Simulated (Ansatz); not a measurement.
System: CH₆FGeN (SMILES C[NH][GeH2][F]).

```yaml
atoms:
  - { symbol: C, position_ang: [0.1169, 1.0564, -0.9446] }
  - { symbol: N, position_ang: [-0.6146, 0.3483, 0.0882] }
  - { symbol: Ge, position_ang: [0.1246, -1.0087, 1.0219] }
  - { symbol: F, position_ang: [0.4239, -2.4046, 0.0030] }
  - { symbol: H, position_ang: [0.1288, 0.5398, -1.9119] }
  - { symbol: H, position_ang: [-0.3043, 2.0546, -1.0944] }
  - { symbol: H, position_ang: [1.1552, 1.1907, -0.6309] }
  - { symbol: H, position_ang: [-1.5958, 0.2450, -0.1219] }
  - { symbol: H, position_ang: [1.5134, -0.5828, 1.5075] }
  - { symbol: H, position_ang: [-0.8651, -1.4899, 2.0862] }
```

Geometry: PBE0-D4/def2-TZVP.

All numbers below come from RKS PBE0-D4/def2-TZVPP (Ansatz 0.2.0).

**What will maps of the electron density and electron localisation function show?**

C–N (1.45 Å): ρ is about 1.9 e/Å³ halfway; the ELF peaks at about 0.90 between the atoms: localised, covalent bonding.
Ge–N (1.81 Å): ρ at the midpoint is about 1 e/Å³; the ELF peaks at about 0.85 in the valence shell of N, 0.6 Å from its nucleus, and is about 0.50 at the midpoint.
Ge–H (1.53 Å): ρ at the midpoint is about 1.1 e/Å³; the ELF climbs to about 1 towards the hydrogen.

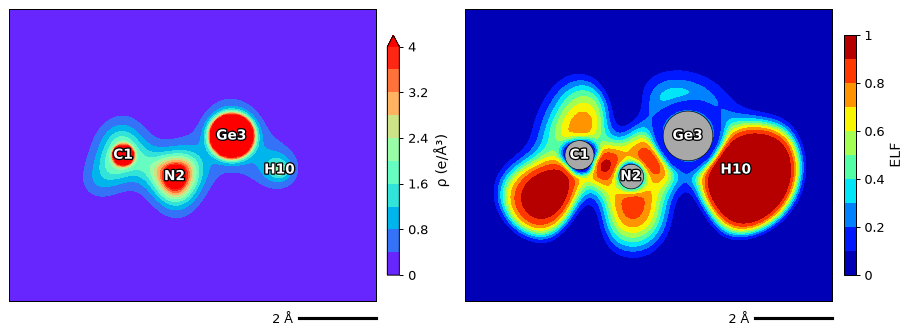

Computed electron density and electron localisation function on the plane of atoms N2, Ge3 and H10, in this order. Grey discs cover the atomic cores in the ELF map. 
